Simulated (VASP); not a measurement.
Band structure of TiSe2 (1T layered). Calculation: PBE GGA with D3 dispersion (Becke-Johnson damping), VASP's PBE PAW potentials (set 64) (plane waves; VASP).

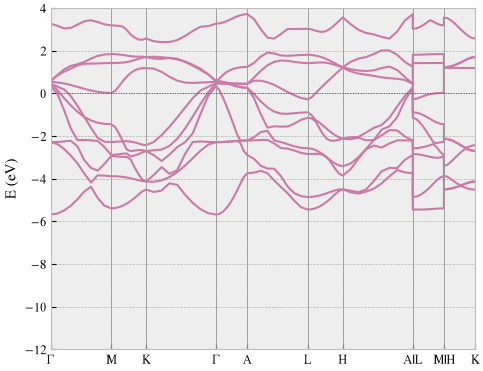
Figure. Bands along high-symmetry lines, zero at the valence-band maximum or, without a gap, the Fermi level

**Question.** Read the plot: is there a gap, and where are the band edges?

**Answer.** It has no gap at this level: it comes out as a metal or semimetal. (Edges off the drawn lines would not show.)

The compound is TiSe2 in the 1T layered structure. It was relaxed first, which changed the volume by -5 %.
